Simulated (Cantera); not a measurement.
A closed system holds: 1 mol MgO, 0.082 mol H2S, 0.35 mol O2, 0.0011 mol HF, held at 0.133 bar.

These are equilibrium values from Cantera (NASA tables, ideal gas, pure condensed phases), not measurements of a reactor. Candidate condensed phases: H2O, H2SO4, Mg, MgF2, MgO, Mg(OH)2, MgS, MgSO4, S; 53 gas species. Mutual solubility and eutectic melting of coexisting phases are not modelled. Equilibrium is a limit: real reactors are often held back by kinetics, nucleation or transport.

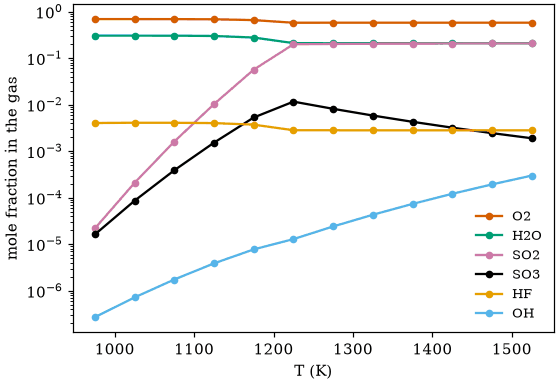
Figure. Equilibrium gas composition (values under 1e-9 drawn at 1e-9)

At 975 K the condensed part is MgF2(s) + MgO(s) + MgSO4(s). From 1025 K to 1175 K the condensed part is MgO(s) + MgSO4(s). From 1225 K to 1525 K the condensed part is MgO(s).
